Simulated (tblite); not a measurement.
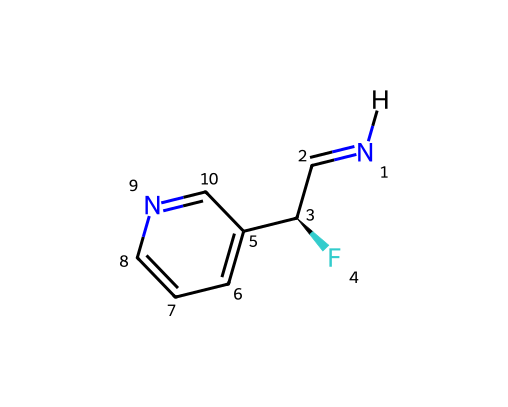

A structural formula, with wedges where it has stereocentres; small numbers name the atoms. The configuration is that of a computed structure (GFN2-xTB).

Assign CIP descriptors.

C3: S; N1=C2: E.

Give a SMILES with the stereochemistry.

[H]/N=C/[C@@H](F)c1cccnc1
